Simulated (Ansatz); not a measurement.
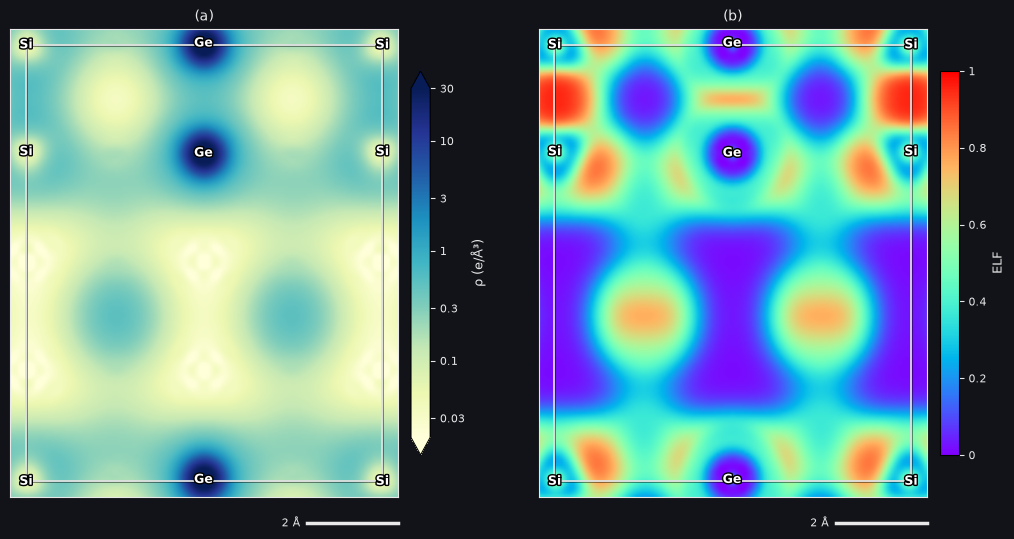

SiGe$_{3}$. (a) valence electron density; (b) ELF on the (100) plane of the conventional cell.

Space group R-3m; a generated structure, not necessarily the stable one.

Level of theory: DFT LDA, scalar-relativistic, plane waves, PAW (Ansatz).

The density is the valence pseudo-density of a PAW calculation; it isn't the true density close to the nuclei.

```xyz
24
Lattice="5.5582 0.0000 -5.5582 0.0000 5.5582 5.5582 5.5582 -5.5582 5.5582" Properties=species:S:1:pos:R:3 pbc="T T T"
Si    3.4598   -3.4598    3.4598
Si    3.4598    2.0985    3.4598
Si    9.0181   -3.4598    3.4598
Ge    3.4587   -0.7100    0.7100
Ge    9.0169   -0.7100    0.7100
Ge    9.0170   -0.7100    6.2683
Ge    6.2682   -3.4587    0.7100
Ge    6.2683   -3.4587    6.2683
Ge    6.2683    2.0995    0.7100
Ge    6.2683   -0.7100   -2.0996
Ge    6.2682   -0.7100    3.4587
Ge    6.2683   -0.7100    9.0170
Ge    4.8482   -2.0995    4.8483
Ge    4.8482    3.4587   -0.7100
Ge    4.8483    3.4587    4.8482
Ge    4.8482    0.7100   -3.4587
Ge    4.8483    0.7100    2.0995
Ge    4.8482    0.7100    7.6578
Si    2.0985   -2.0985    2.0985
Si    2.0984    3.4598    2.0985
Si    7.6567   -2.0985    2.0984
Ge    2.0995    0.7100   -0.7100
Ge    2.0996    0.7100    4.8482
Ge    7.6578    0.7100    4.8483
```

### What does the map show?

Atoms in the plane: Si and Ge. Si–Si (2.36 Å): ρ is about 0.56 e/Å³ halfway; the ELF peaks at about 0.95 between the atoms, as expected for a shared electron pair. Ge–Ge (2.42 Å): ρ is about 0.52 e/Å³ halfway; the ELF peaks at about 0.75 between the atoms, as expected for localised, covalent bonding. The density dies away to nearly zero in the voids.
